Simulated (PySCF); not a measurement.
**C3H5GeNO: geometry, electronic excitations**

What electronic excitations should C3H5GeNO (`[GeH3][c]1ccno1`) show?

Computed with PySCF 2.14.0, with density-fitted response routines of our own, on a single molecule in the gas phase. Atoms count from 0, in the outputs and in this text.

**1. Starting geometry**

11 atoms, charge 0, multiplicity 1; geometry from: GFN2-xTB. The atoms were then displaced at random by about 0.01 Å, so the start is not that level's minimum.

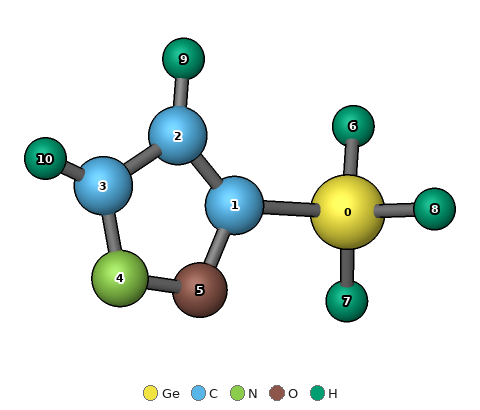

The starting geometry (germanium yellow, carbon blue, nitrogen green, oxygen brown, hydrogen teal), atoms numbered.

**2. Geometry optimisation at PBE0-D3(BJ)/def2-SVP**

What the job is given:

```
{"job": {"xc": "PBE0", "basis": "def2-SVP", "d3": "d3bj", "grid": 1, "shake": 0.01, "kind": "geom"}, "charge": 0, "multiplicity": 1}
Ge    -1.963330    -0.138130     0.001370
C     -0.056620    -0.095820    -0.080290
C      0.940800     0.588470     0.532190
C      2.162620     0.073500    -0.058940
N      1.829830    -0.841500    -0.954270
O      0.483670    -0.936980    -0.967600
H     -2.415570     0.274900     1.366140
H     -2.425800    -1.480270    -0.343520
H     -2.538070     0.868840    -0.966280
H      0.877160     1.338620     1.310140
H      3.143430     0.322540     0.145410
```

On the command line:

```
> OMP_NUM_THREADS=1 python probes_run.py task.json out
```

The driver reads the jobs from task.json and runs them one after another.

Standard output:

```text
step   0  E = -2323.25118662  max force = 0.088097
step   1  E = -2323.25896045  max force = 0.019493
step   2  E = -2323.25941398  max force = 0.006008
step   3  E = -2323.25955097  max force = 0.004362
step   4  E = -2323.25971054  max force = 0.001874
step   5  E = -2323.25974395  max force = 0.001145
step   6  E = -2323.25977331  max force = 0.000832
step   7  E = -2323.25981284  max force = 0.001043
step   8  E = -2323.25986053  max force = 0.001555
step   9  E = -2323.25990868  max force = 0.001647
step  10  E = -2323.25995069  max force = 0.000925
step  11  E = -2323.25996191  max force = 0.000518
step  12  E = -2323.25997021  max force = 0.000287
optimisation converged
```

It took 85 s on 1 thread of Arm Neoverse V2, shared host; peak memory 0.53 GiB.

Relaxation path:

| step | energy from step 0 (eV) | largest force component (eV/Å) |
| --- | --- | --- |
| 0 | 0.0000 | 4.5301 |
| 1 | -0.2115 | 1.0024 |
| 2 | -0.2239 | 0.3089 |
| 3 | -0.2276 | 0.2243 |
| 4 | -0.2319 | 0.0964 |
| 5 | -0.2329 | 0.0589 |
| 6 | -0.2337 | 0.0428 |
| 7 | -0.2347 | 0.0536 |
| 8 | -0.2360 | 0.0800 |
| 9 | -0.2373 | 0.0847 |
| 10 | -0.2385 | 0.0476 |
| 11 | -0.2388 | 0.0266 |
| 12 | -0.2390 | 0.0148 |

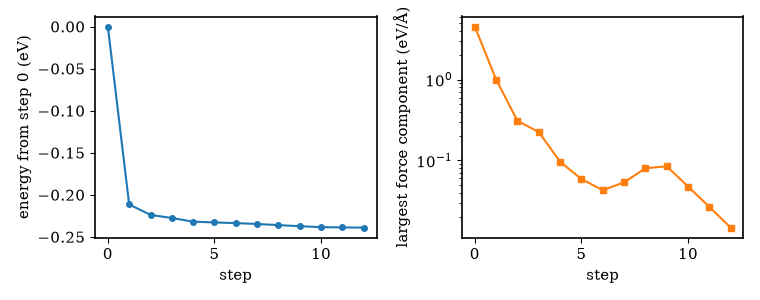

Energy and largest force along the relaxation.

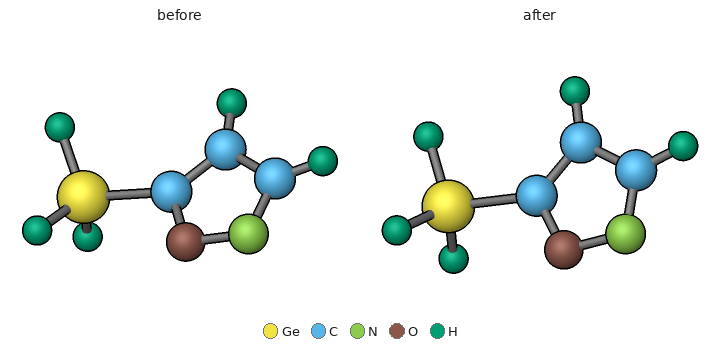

Before and after, at one scale.

Close pairs (by a distance rule), those that changed most:

| bond | before (Å) | after (Å) | change (Å) |
| --- | --- | --- | --- |
| Ge0–H7 | 1.461 | 1.535 | +0.074 |
| C3–H10 | 1.032 | 1.090 | +0.058 |
| Ge0–H6 | 1.496 | 1.535 | +0.039 |
| Ge0–C1 | 1.909 | 1.944 | +0.035 |
| C2–C3 | 1.452 | 1.420 | -0.031 |
| Ge0–H8 | 1.510 | 1.535 | +0.025 |
| C3–N4 | 1.323 | 1.307 | -0.016 |
| C1–C2 | 1.356 | 1.368 | +0.012 |

The next job starts from the end point, and lists it.

| at the end point | value |
| --- | --- |
| point group (found at 0.08 Å tolerance) | C1 |
| rotational constants (GHz, main isotopes) | 8.802, 1.246, 1.107 |
| dipole moment (D) | 2.86 |

**3. TDDFT and polarisability: PBE0/aug-cc-pVDZ**

What the job is given:

```
{"job": {"kind": "uv", "xc": "PBE0", "basis": "aug-cc-pVDZ"}, "charge": 0, "multiplicity": 1}
Ge    -1.974474    -0.126314    -0.169813
C     -0.030881    -0.089670    -0.145153
C      0.888419     0.403716     0.739519
C      2.132383     0.100086     0.124734
N      1.968029    -0.516898    -1.015447
O      0.623291    -0.634936    -1.184039
H     -2.445286     0.486801     1.156519
H     -2.454133    -1.578865    -0.297094
H     -2.481972     0.702319    -1.358592
H      0.704371     0.905830     1.685588
H      3.143027     0.311080     0.475226
```

Level: TDDFT PBE0/aug-cc-pVDZ, vertical, gas phase, core orbitals frozen in the response.

Standard output:

```text
coarse grid: 45616 points
cycle   1  E = -2323.6686882259  dE =  4.141e-01  |g| = 3.716e-01  |ddm| = 8.494e+00
cycle   2  E = -2323.6605728662  dE =  8.115e-03  |g| = 4.388e-01  |ddm| = 1.955e+00
cycle   3  E = -2323.6959706736  dE = -3.540e-02  |g| = 1.225e-01  |ddm| = 9.169e-01
cycle   4  E = -2323.6983804397  dE = -2.410e-03  |g| = 4.213e-02  |ddm| = 2.350e-01
cycle   5  E = -2323.6987883654  dE = -4.079e-04  |g| = 1.192e-02  |ddm| = 9.622e-02
cycle   6  E = -2323.6988207755  dE = -3.241e-05  |g| = 4.042e-03  |ddm| = 3.203e-02
cycle   7  E = -2323.6988244296  dE = -3.654e-06  |g| = 7.879e-04  |ddm| = 9.607e-03
final grid: 95728 points
cycle   8  E = -2323.6988242202  dE =  1.811e-07  |g| = 1.294e-03  |ddm| = 1.133e-02
cycle   9  E = -2323.6988232975  dE =  9.227e-07  |g| = 2.414e-03  |ddm| = 5.889e-03
cycle  10  E = -2323.6988245717  dE = -1.274e-06  |g| = 2.413e-04  |ddm| = 3.760e-03
cycle  11  E = -2323.6988245864  dE = -1.474e-08  |g| = 3.000e-05  |ddm| = 5.624e-04
cycle  12  E = -2323.6988245866  dE = -1.796e-10  |g| = 8.182e-06  |ddm| = 7.820e-05
converged SCF energy = -2323.6988245866

Static polarisability (au): isotropic 75.748, principal 56.130 72.371 98.742

Singlet excitations
state   eV       nm        f      main configurations
  1   6.2284    199.1   0.24861   H->L 0.93
  2   6.3156    196.3   0.00366   H-2->L 0.97
  3   6.5288    189.9   0.00025   H->L+1 0.92
  4   6.8672    180.5   0.02422   H-1->L 0.73, H->L+7 0.18
  5   6.9545    178.3   0.00750   H->L+2 0.89
  6   7.2324    171.4   0.00011   H->L+3 0.83
  7   7.3339    169.1   0.00126   H->L+6 0.41, H->L+5 0.37, H->L+3 0.11
  8   7.4721    165.9   0.01412   H->L+4 0.90
  9   7.5320    164.6   0.02059   H->L+6 0.33, H->L+5 0.31, H-1->L+1 0.27
 10   7.6316    162.5   0.00090   H-1->L+1 0.52, H->L+5 0.16, H->L+6 0.12

Triplet excitations (Tamm-Dancoff, eV): 4.1671 5.2720 5.4604 6.3802
```

Wall time 33 s (1 thread of Arm Neoverse V2, shared host); peak memory 0.85 GiB.

Frontier orbitals and where they lie:

| orbital | eV | atoms |
| --- | --- | --- |
| HOMO−3 | -9.98 | Ge0 34 %, C1 18 %, H7 14 % |
| HOMO−2 | -8.85 | N4 65 %, O5 10 %, C3 10 % |
| HOMO−1 | -8.74 | C3 31 %, O5 29 %, C2 17 % |
| HOMO | -7.73 | C1 28 %, N4 26 %, C2 25 % |
| LUMO | -0.81 | C1 23 %, N4 20 %, O5 14 % |
| LUMO+1 | -0.23 | H6 22 %, H8 18 %, H7 18 % |
| LUMO+2 | 0.14 | Ge0 45 %, H10 14 %, H9 9 % |

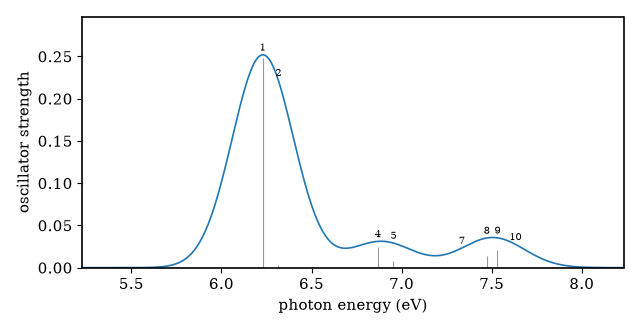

Absorption spectrum from the 10 singlet states computed; above the last one it falls off for lack of states. Lines are broadened to a width of 0.40 eV (Gaussian).

Further results of this job:

| property | computed |
| --- | --- |
| dipole moment (D) | 2.92 |
| polarisability (Å³) | 11.22 |
| HOMO–LUMO gap (eV) | 6.91 |
| −ε(HOMO) (eV) | 7.73 |

**4. TDDFT and polarisability: PBE0/def2-TZVPD**

Settings changed since step 3:

```diff
@@ -1,2 +1,2 @@
-{"job": {"kind": "uv", "xc": "PBE0", "basis": "aug-cc-pVDZ"}, "charge": 0, "multiplicity": 1}
+{"job": {"kind": "uv", "xc": "PBE0", "basis": "def2-TZVPD"}, "charge": 0, "multiplicity": 1}
 Ge    -1.974474    -0.126314    -0.169813
```

With the program's defaults for keys left out, this is: TDDFT PBE0/def2-TZVPD, vertical, gas phase, core orbitals frozen in the response.

Standard output:

```text
coarse grid: 45616 points
cycle   1  E = -2323.7368837622  dE =  3.846e-01  |g| = 7.185e-01  |ddm| = 4.563e+00
cycle   2  E = -2323.7124266914  dE =  2.446e-02  |g| = 8.619e-01  |ddm| = 1.986e+00
cycle   3  E = -2323.7870837855  dE = -7.466e-02  |g| = 1.379e-01  |ddm| = 9.406e-01
cycle   4  E = -2323.7897526081  dE = -2.669e-03  |g| = 6.187e-02  |ddm| = 1.160e-01
cycle   5  E = -2323.7904140224  dE = -6.614e-04  |g| = 1.407e-02  |ddm| = 6.035e-02
cycle   6  E = -2323.7904540623  dE = -4.004e-05  |g| = 6.615e-03  |ddm| = 1.787e-02
cycle   7  E = -2323.7904630930  dE = -9.031e-06  |g| = 6.055e-04  |ddm| = 5.610e-03
final grid: 95728 points
cycle   8  E = -2323.7904399191  dE =  1.170e-07  |g| = 1.092e-03  |ddm| = 1.753e-02
cycle   9  E = -2323.7904391461  dE =  7.730e-07  |g| = 2.180e-03  |ddm| = 2.810e-03
cycle  10  E = -2323.7904401682  dE = -1.022e-06  |g| = 1.538e-04  |ddm| = 1.653e-03
cycle  11  E = -2323.7904401735  dE = -5.343e-09  |g| = 2.542e-05  |ddm| = 1.750e-04
cycle  12  E = -2323.7904401737  dE = -1.164e-10  |g| = 9.325e-06  |ddm| = 3.526e-05
converged SCF energy = -2323.7904401737

Static polarisability (au): isotropic 75.518, principal 55.719 72.216 98.619

Singlet excitations
state   eV       nm        f      main configurations
  1   6.2288    199.0   0.24681   H->L 0.93
  2   6.2752    197.6   0.00448   H-2->L 0.97
  3   6.7443    183.8   0.00055   H->L+1 0.94
  4   6.8669    180.6   0.02443   H-1->L 0.74, H->L+5 0.20
  5   7.1752    172.8   0.00629   H->L+2 0.90
  6   7.3928    167.7   0.00017   H->L+3 0.87
  7   7.5605    164.0   0.00129   H->L+4 0.73, H-3->L 0.11
  8   7.6416    162.2   0.00445   H-3->L 0.44, H-5->L 0.28, H->L+4 0.17
  9   7.8158    158.6   0.02199   H-1->L+1 0.81
 10   7.9984    155.0   0.00059   H->L+6 0.49, H-2->L+1 0.41

Triplet excitations (Tamm-Dancoff, eV): 4.1498 5.2568 5.4198 6.3893
```

Wall time 62 s (1 thread of Arm Neoverse V2, shared host); peak memory 1.1 GiB.

Key values: HOMO -7.74 eV, LUMO -0.83 eV; lowest singlet 6.23 eV.

**5. Run by run: electronic excitations**

Excitations and ground-state properties, with basis size and wall time:

| run | lowest singlet (eV) | brightest (eV) | f | gap (eV) | α (Å³) | μ (D) | functions | time |
| --- | --- | --- | --- | --- | --- | --- | --- | --- |
| PBE0/aug-cc-pVDZ | 6.23 | 6.23 | 0.249 | 6.91 | 11.22 | 2.92 | 196 | 33 s |
| PBE0/def2-TZVPD | 6.23 | 6.23 | 0.247 | 6.92 | 11.19 | 2.89 | 287 | 62 s |

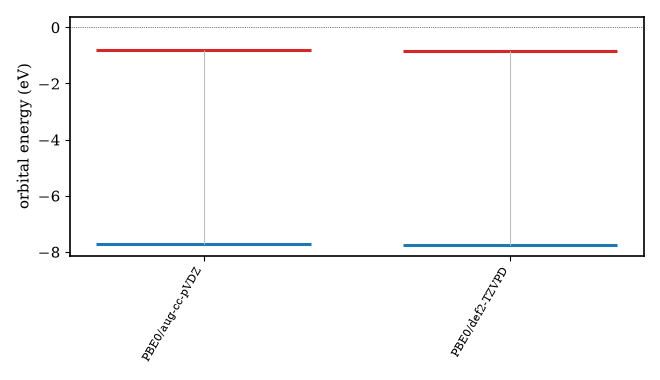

HOMO (blue) and LUMO (red) run by run.

**6. What came out**

| quantity | value |
| --- | --- |
| point group | C1 |
| rotational constants (main isotopes) | 8.80, 1.25, 1.11 GHz |
| lowest singlet (PBE0/aug-cc-pVDZ) | 6.23 eV (199 nm), f = 0.249 |
| lowest triplet | 4.17 eV |
| range of the lowest singlet | 6.23 to 6.23 eV |

What this shows: The start of the PBE0/def2-SVP relaxation was shaken at random by about 0.01 Å, so part of the energy gained, and of the first lengths quoted, undoes that. Relaxing lowered the energy by 0.239 eV in 12 steps; the close pair that moved most is Ge0–H7, from 1.461 to 1.535 Å. The first singlet state (HOMO→LUMO 0.93) lies at 6.23 eV and is bright. The lowest triplet lies 2.06 eV below the lowest singlet (triplets in Tamm-Dancoff, singlets in full TDDFT).
